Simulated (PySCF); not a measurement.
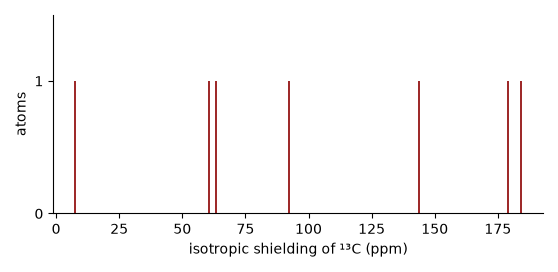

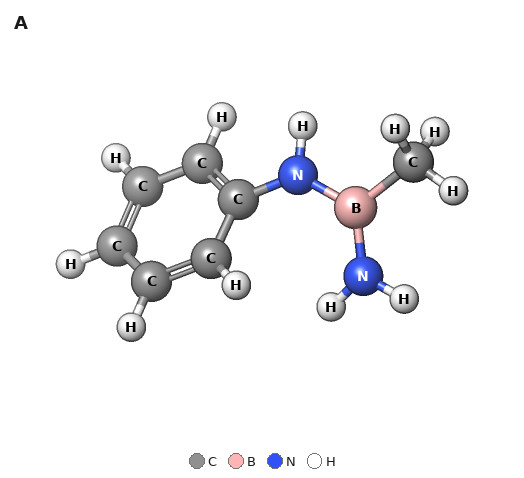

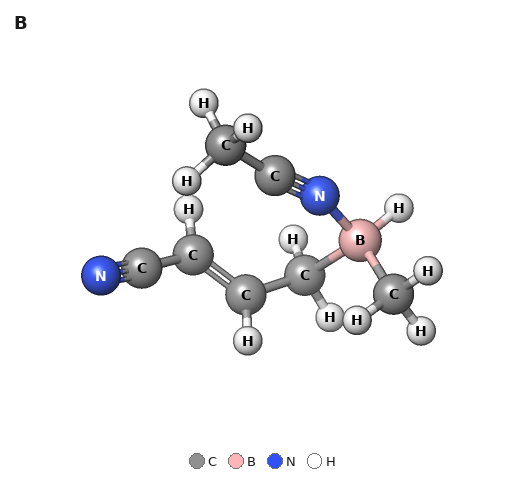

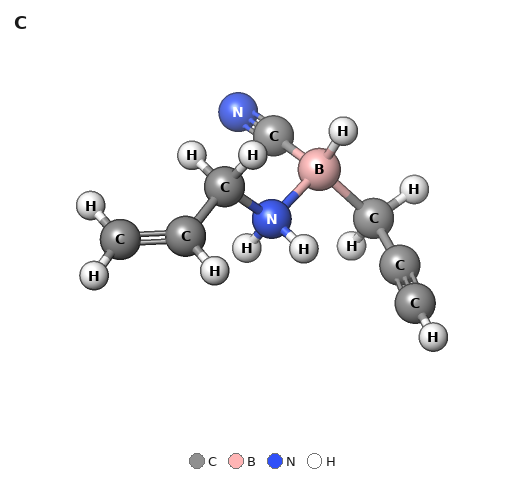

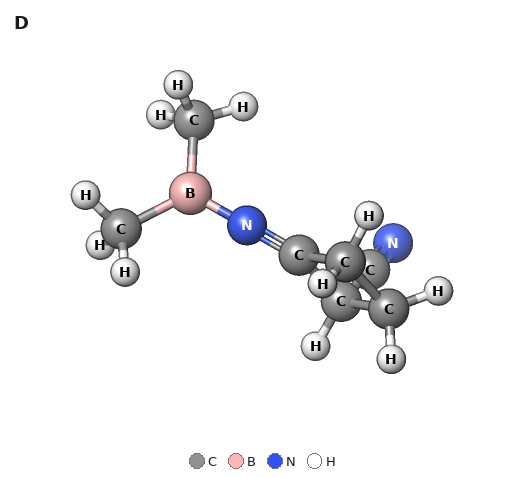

The sticks are computed shieldings of one of the molecules, for one fixed geometry (GFN2-xTB) without averaging over rotations. Low shielding means a high chemical shift. Method: GIAO PBE0/pcSseg-1 NMR shielding, non-relativistic, gas phase (PySCF 2.14.0).

**Which molecule gives this pattern?**

B, `CC#[N+][B@@H-](C)C/C=C/C#N`. Its 7 C atoms give lines at 7.7, 60.4, 63.3, 92.2, 143.9, 179.2, 184.1 ppm.

The geometry is semi-empirical. Around B such bond lengths and angles can be off by a tenth of an ångström or more and by several degrees, and values that hang on the shape move with them.
